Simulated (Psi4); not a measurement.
Geometry relaxation, with input and output: AlH4 (charge −1) (part 3 of 3)

The same run, continued: AlH4, charge −1, SMILES [AlH4-]; PBE0/def2-TZVP, RKS, dispersion D4 (Psi4 1.11). The geometry comes from this level: GFN2-xTB.

Geometry of the input (Å):
```
Al -0.0000  0.0001  -0.0011
H  1.4435  -0.5043  0.5564
H  -1.1830  -0.6045  0.9391
H  -0.2038  -0.5171  -1.5307
H  -0.0567  1.6259  0.0362
```

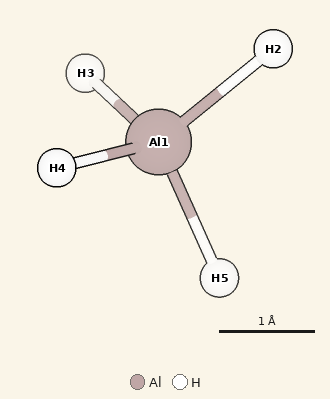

Figure 1. The geometry at step 1 of the log (ball-and-stick view, seen at a tilt; atoms are numbered from 1 in the order of the input).

## The program's output, continued
```
	----------------------------------------------------------------------------------------------
	   Step    Total Energy     Delta E     Max Force     RMS Force      Max Disp      RMS Disp
	----------------------------------------------------------------------------------------------
	  Convergence Criteria     1.00e-06 *    3.00e-04 *             o    1.20e-03 *             o
	----------------------------------------------------------------------------------------------
	     2    -244.72810906   -2.96e-04      2.01e-04 *    8.47e-05 o    1.71e-03      7.71e-04 o  ~
	----------------------------------------------------------------------------------------------

Next Geometry in Ang
	Fragment 1 (Ang)

	   Al   0.0000036735  -0.0000096067   0.0001121722
	    H   1.4605617823  -0.5103475080   0.5629708806
	    H  -1.1971480326  -0.6116562750   0.9505088680
	    H  -0.2059236211  -0.5229218888  -1.5472082671
	    H  -0.0574416293   1.6448807844   0.0369318442

    Structure for next step:
    Molecular point group: c1
    Full point group: C1

    Geometry (in Bohr), charge = -1, multiplicity = 1:

    AL          -0.000002075997     0.000000396753    -0.000169163571
    H            2.760052739961    -0.964398468104     1.063479642641
    H           -2.262290931178    -1.155844291988     1.795820302055
    H           -0.389148264575    -0.988160604127    -2.924181022222
    H           -0.108557965530     3.108392742322     0.069409932511

gradient() will perform analytic gradient computation.

  ==> Geometry <==

    Molecular point group: c1
    Full point group: C1

    Geometry (in Bohr), charge = -1, multiplicity = 1:

       Center              X                  Y                   Z               Mass
    ------------   -----------------  -----------------  -----------------  -----------------
         AL          -0.000002075997     0.000000396753    -0.000169163571    26.981538530000
         H            2.760052739961    -0.964398468104     1.063479642641     1.007825032230
         H           -2.262290931178    -1.155844291988     1.795820302055     1.007825032230
         H           -0.389148264575    -0.988160604127    -2.924181022222     1.007825032230
         H           -0.108557965530     3.108392742322     0.069409932511     1.007825032230

  Running in c1 symmetry.

  Rotational constants: A =      2.31509  B =      2.31411  C =      2.31368 [cm^-1]
  Rotational constants: A =  69404.50814  B =  69375.13912  C =  69362.38457 [MHz]
  Nuclear repulsion =   17.895464609967828

  Charge       = -1
  Multiplicity = 1
  Electrons    = 18
  Nalpha       = 9
  Nbeta        = 9

   => Molecular Quadrature <=

    Radial Scheme          =       TREUTLER
    Pruning Scheme         =           NONE
    Nuclear Scheme         =       TREUTLER

    Blocking Scheme        =         OCTREE
    BS radius alpha        =              1
    Pruning alpha          =              1
    Radial Points          =             75
    Spherical Points       =            302
    Total Points           =         109825
    Total Blocks           =            879
    Max Points             =            255
    Max Functions          =             61
    Weights Tolerance      =       1.00E-15

   => Auxiliary Basis Set <=

  Basis Set: (DEF2-TZVP AUX)
    Blend: DEF2-UNIVERSAL-JKFIT
    Number of shells: 62
    Number of basis functions: 200
    Number of Cartesian functions: 235
    Spherical Harmonics?: true
    Max angular momentum: 4

  Cached 100.0% of DFT collocation blocks in 0.173 [GiB].

  Minimum eigenvalue in the overlap matrix is 1.0048115366E-02.
  Reciprocal condition number of the overlap matrix is 2.1727348643E-03.
    Using symmetric orthogonalization.

  ==> Iterations <==

                           Total Energy        Delta E     RMS |[F,P]|

   @DF-RKS iter   0:  -244.72796531053118   -2.44728e+02   2.05136e-05
   @DF-RKS iter   1:  -244.72810962843556   -1.44318e-04   2.42309e-06 DIIS
   @DF-RKS iter   2:  -244.72810963699061   -8.55505e-09   9.74306e-07 DIIS
   @DF-RKS iter   3:  -244.72810963851197   -1.52136e-09   8.20652e-08 DIIS
   @DF-RKS iter   4:  -244.72810963852132   -9.35074e-12   2.39732e-08 DIIS
   @DF-RKS iter   5:  -244.72810963852282   -1.50635e-12   1.87634e-09 DIIS
  Energy and wave function converged.

  ==> Post-Iterations <==

   Electrons on quadrature grid:
      Ntotal   =   18.0000008454 ; deviation = 8.454e-07

    Orbital Energies [Eh]
    ---------------------

    Doubly Occupied:

       1A    -55.887022     2A     -3.919634     3A     -2.449256
       4A     -2.449255     5A     -2.449252     6A     -0.214153
       7A     -0.082553     8A     -0.082461     9A     -0.082422

    Virtual:

      10A      0.229581    11A      0.229608    12A      0.229671
      13A      0.303767    14A      0.350203    15A      0.350205
      16A      0.353529    17A      0.379801    18A      0.379838
      19A      0.379852    20A      0.478399    21A      0.478422
      22A      0.478472    23A      0.639653    24A      0.679648
      25A      0.679682    26A      0.679755    27A      0.907650
      28A      0.907674    29A      0.907735    30A      0.964680
      31A      0.964681    32A      1.053650    33A      1.053708
      34A      1.053740    35A      1.108157    36A      1.108222
      37A      1.108246    38A      1.182988    39A      1.956195
      40A      1.956221    41A      1.986402    42A      1.986442
      43A      1.986465    44A      2.171025    45A      2.171742
      46A      2.171989    47A      2.210372    48A      2.210393
      49A      2.210430    50A      2.239633    51A      2.490193
      52A      2.490489    53A      2.490603    54A      2.841695
      55A      2.969938    56A      2.970008    57A      2.970126
      58A      7.607298    59A      9.537818    60A      9.537823
      61A      9.537834

    Final Occupation by Irrep:
              A
    DOCC [     9 ]
    NA   [     9 ]
    NB   [     9 ]

  @DF-RKS Final Energy:  -244.72810963852282

   => Energetics <=

    Nuclear Repulsion Energy =             17.8954646099678278
    One-Electron Energy =                -379.2033691791543220
    Two-Electron Energy =                 131.8230152849059778
    DFT Exchange-Correlation Energy =     -15.2405234397577072
    Empirical Dispersion Energy =          -0.0026969144845719
    VV10 Nonlocal Energy =                  0.0000000000000000
    Total Energy =                       -244.7281096385228238

Computation Completed

Properties will be evaluated at   0.000000,   0.000000,   0.000000 [a0]

Properties computed using the SCF density matrix

 Multipole Moments:

 ------------------------------------------------------------------------------------
     Multipole            Electronic (a.u.)      Nuclear  (a.u.)        Total (a.u.)
 ------------------------------------------------------------------------------------

 L = 1.  Multiply by 2.5417464519 to convert [e a0] to [Debye]
 Dipole X            :         -0.0000507            0.0000286           -0.0000221
 Dipole Y            :          0.0000214           -0.0000055            0.0000159
 Dipole Z            :         -0.0042185            0.0023297           -0.0018887
 Magnitude           :                                                    0.0018889

 ------------------------------------------------------------------------------------

	total time  =          2 seconds =       0.03 minutes

         ------------------------------------------------------------
                                   SCF GRAD
         ------------------------------------------------------------

  ==> Geometry <==

    Molecular point group: c1
    Full point group: C1

    Geometry (in Bohr), charge = -1, multiplicity = 1:

       Center              X                  Y                   Z               Mass
    ------------   -----------------  -----------------  -----------------  -----------------
         AL          -0.000002075997     0.000000396753    -0.000169163571    26.981538530000
         H            2.760052739961    -0.964398468104     1.063479642641     1.007825032230
         H           -2.262290931178    -1.155844291988     1.795820302055     1.007825032230
         H           -0.389148264575    -0.988160604127    -2.924181022222     1.007825032230
         H           -0.108557965530     3.108392742322     0.069409932511     1.007825032230

  Nuclear repulsion =   17.895464609967828

   => Molecular Quadrature <=

    Radial Scheme          =       TREUTLER
    Pruning Scheme         =           NONE
    Nuclear Scheme         =       TREUTLER

    Blocking Scheme        =         OCTREE
    BS radius alpha        =              1
    Pruning alpha          =              1
    Radial Points          =             75
    Spherical Points       =            302
    Total Points           =         109825
    Total Blocks           =            879
    Max Points             =            255
    Max Functions          =             61
    Weights Tolerance      =       1.00E-15

  -Total Gradient:
     Atom            X                  Y                   Z
    ------   -----------------  -----------------  -----------------
       1       -0.000001848797     0.000002110758    -0.000107851265
       2       -0.000017465773     0.000002283617     0.000034459678
       3        0.000017945826     0.000010084045     0.000024549122
       4       -0.000004475228    -0.000007761257     0.000014979602
       5        0.000004325043    -0.000009825053     0.000034870469

	total time  =          0 seconds =       0.00 minutes

    			-----------------------------------------

    			 OPTKING 3.0: for geometry optimizations

    			        with contributions from

    			-----------------------------------------

	                            ===> Fragment 1 <==

	 Z (Atomic Numbers)          Masses                          Geom
	      13.000000            26.981539         -0.00000208  0.00000040 -0.00016916
	       1.000000             1.007825          2.76005274 -0.96439847  1.06347964
	       1.000000             1.007825         -2.26229093 -1.15584429  1.79582030
	       1.000000             1.007825         -0.38914826 -0.98816060 -2.92418102
	       1.000000             1.007825         -0.10855797  3.10839274  0.06940993

	 - Coordinate -           - BOHR/RAD -       - ANG/DEG -
	 R(1,2)           =         3.111160           1.646355
	 R(1,3)           =         3.111190           1.646371
	 R(1,4)           =         3.110907           1.646221
	 R(1,5)           =         3.111066           1.646305
	 B(2,1,3)         =         1.909820         109.424601
	 B(2,1,4)         =         1.911184         109.502799
	 B(2,1,5)         =         1.910305         109.452396
	 B(3,1,4)         =         1.910936         109.488581
	 B(3,1,5)         =         1.910184         109.445469
	 B(4,1,5)         =         1.911370         109.513420
	 O(2,1,3,4)       =         0.955427          54.741944
	 O(2,1,3,5)       =        -0.956683         -54.813870
	 O(2,1,4,5)       =         0.954725          54.701718
	 O(3,1,2,4)       =        -0.955551         -54.749066
	 O(3,1,2,5)       =         0.956743          54.817339
	 O(3,1,4,5)       =        -0.955094         -54.722883
	 O(4,1,2,3)       =         0.954869          54.709992
	 O(4,1,2,5)       =        -0.954193         -54.671242
	 O(4,1,3,5)       =         0.954502          54.688929
	 O(5,1,2,3)       =        -0.956500         -54.803428
	 O(5,1,2,4)       =         0.954632          54.696404
	 O(5,1,3,4)       =        -0.954878         -54.710451

	        --- Internal Coordinate Step in ANG or DEG, aJ/ANG or AJ/DEG ---
	-------------------------------------------------------------------------------
	           Coordinate      Previous         Force          Change          New
	           ----------      --------        ------          ------        ------
	               R(1,2)       1.64635        0.00004        0.00002       1.64638
	               R(1,3)       1.64637        0.00003        0.00002       1.64639
	               R(1,4)       1.64622        0.00009        0.00006       1.64628
	               R(1,5)       1.64630        0.00007        0.00004       1.64635
	             B(2,1,3)     109.42460        0.00000        0.01629     109.44089
	             B(2,1,4)     109.50280       -0.00000       -0.01075     109.49205
	             B(2,1,5)     109.45240        0.00000        0.00601     109.45840
	             B(3,1,4)     109.48858       -0.00000       -0.00606     109.48252
	             B(3,1,5)     109.44547        0.00000        0.00826     109.45373
	             B(4,1,5)     109.51342       -0.00000       -0.01372     109.49970
	           O(2,1,3,4)      54.74194       -0.00000       -0.00250      54.73945
	           O(2,1,3,5)     -54.81387        0.00000        0.02640     -54.78747
	           O(2,1,4,5)      54.70172        0.00000        0.01162      54.71334
	           O(3,1,2,4)     -54.74907        0.00000        0.00484     -54.74422
	           O(3,1,2,5)      54.81734       -0.00000       -0.02753      54.78981
	           O(3,1,4,5)     -54.72288       -0.00000       -0.00467     -54.72755
	           O(4,1,2,3)      54.70999        0.00000        0.00866      54.71865
	           O(4,1,2,5)     -54.67124       -0.00000       -0.02146     -54.69271
	           O(4,1,3,5)      54.68893        0.00000        0.01565      54.70458
	           O(5,1,2,3)     -54.80343        0.00000        0.02238     -54.78105
	           O(5,1,2,4)      54.69640        0.00000        0.01311      54.70951
	           O(5,1,3,4)     -54.71045       -0.00000       -0.00850     -54.71896
	-------------------------------------------------------------------------------

	                                 ==> Convergence Check <==

	Measures of convergence in internal coordinates in au.

	Criteria marked as inactive (o), active & met (*), and active & unmet ( ).

	----------------------------------------------------------------------------------------------
	   Step    Total Energy     Delta E     Max Force     RMS Force      Max Disp      RMS Disp
	----------------------------------------------------------------------------------------------
	  Convergence Criteria     1.00e-06 *    3.00e-04 *             o    1.20e-03 *             o
	----------------------------------------------------------------------------------------------
	     3    -244.72810964   -5.83e-07 *    2.58e-05 *    1.29e-05 o    4.80e-04 *    2.34e-04 o  ~
	----------------------------------------------------------------------------------------------

Next Geometry in Ang
	Fragment 1 (Ang)

	   Al   0.0000014123  -0.0000031869   0.0000930173
	    H   1.4606875298  -0.5103817923   0.5626503060
	    H  -1.1973161626  -0.6117078954   0.9502736533
	    H  -0.2058870892  -0.5228499446  -1.5473134329
	    H  -0.0574573779   1.6449374082   0.0366035057

    Final optimized geometry and variables:
    Molecular point group: c1
    Full point group: C1

    Geometry (in Bohr), charge = -1, multiplicity = 1:

    AL          -0.000002075997     0.000000396753    -0.000169163571
    H            2.760052739961    -0.964398468104     1.063479642641
    H           -2.262290931178    -1.155844291988     1.795820302055
    H           -0.389148264575    -0.988160604127    -2.924181022222
    H           -0.108557965530     3.108392742322     0.069409932511

    Psi4 run time: 0:00:07.24

[set-up sections that repeat, and orbital energies of the middle runs, are left out above]
```

## Standard output
```
Optimizer: Optimization complete!
```

## Trajectory as extended XYZ (Å, eV, eV/Å), 3 frames, from step=0 to step=2
```
5
Properties=species:S:1:pos:R:3:forces:R:3 step=0 energy=-6659.38304
Al    0.0000    0.0001   -0.0011    0.0004  -0.0031   0.0086
H     1.4435   -0.5043    0.5564    0.1925  -0.0677   0.0696
H    -1.1830   -0.6045    0.9391   -0.1590  -0.0806   0.1221
H    -0.2038   -0.5171   -1.5307   -0.0261  -0.0672  -0.2016
H    -0.0567    1.6259    0.0362   -0.0080   0.2186   0.0012
5
Properties=species:S:1:pos:R:3:forces:R:3 step=1 energy=-6659.39110
Al    0.0000    0.0001   -0.0010    0.0002  -0.0005   0.0077
H     1.4596   -0.5100    0.5620    0.0096  -0.0033   0.0006
H    -1.1963   -0.6112    0.9492   -0.0084  -0.0039   0.0038
H    -0.2059   -0.5227   -1.5475   -0.0008  -0.0024  -0.0098
H    -0.0574    1.6440    0.0362   -0.0007   0.0104  -0.0023
5
Properties=species:S:1:pos:R:3:forces:R:3 step=2 energy=-6659.39112
Al    0.0000    0.0001   -0.0010    0.0001  -0.0001   0.0056
H     1.4605   -0.5103    0.5619    0.0009  -0.0001  -0.0018
H    -1.1972   -0.6116    0.9494   -0.0009  -0.0005  -0.0013
H    -0.2059   -0.5229   -1.5483    0.0002   0.0004  -0.0008
H    -0.0575    1.6449    0.0358   -0.0002   0.0005  -0.0018
```

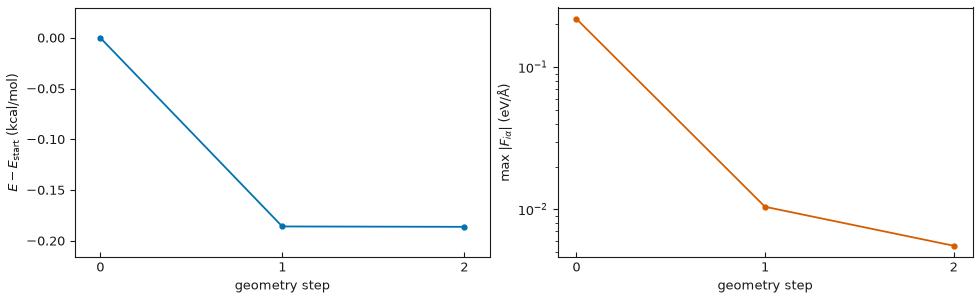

Figure 2. Progress of the relaxation, step by step (steps are counted from 0).

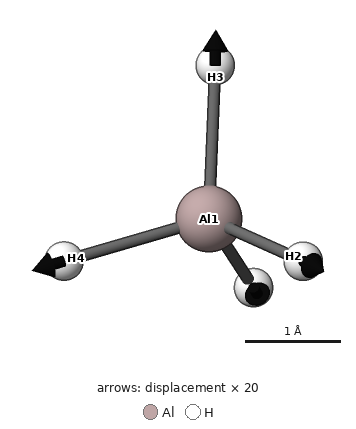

Figure 3. The starting structure with the displacements as black arrows, magnified 20 times (ball-and-stick view, seen at a tilt). The two geometries are laid on each other by the best rigid fit. After 2 geometry steps the energy has fallen by 0.19 kcal/mol. The largest force component goes from 0.22 to 0.0056 eV/Å. The largest moves after the best rigid fit, 0.019 Å, are those of H2, H3 and H5. By element the largest moves are H 0.019 Å, Al 0.001 Å. Among the contacts that change: Al1–H2 1.628 → 1.646 Å. (Atoms are counted from 1 in the order of the input.)

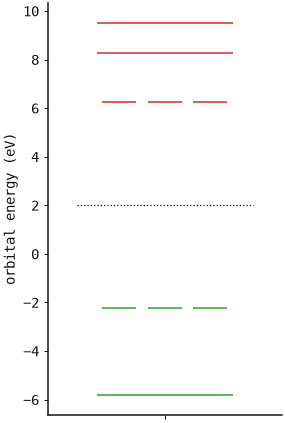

Figure 4. Orbital energies near the frontier; the dotted line parts filled from empty levels, and levels within 0.02 eV of each other stand side by side. Highest filled −2.24 eV, lowest empty 6.25 eV, 8.49 eV apart.

## Results in brief

```csv
quantity,value
outcome,converged
total energy,−244.728110 hartree
dispersion energy,−0.002697 hartree
HOMO,−2.24 eV
LUMO,6.25 eV
wall time,8.1 s
peak memory,0.43 GiB
```
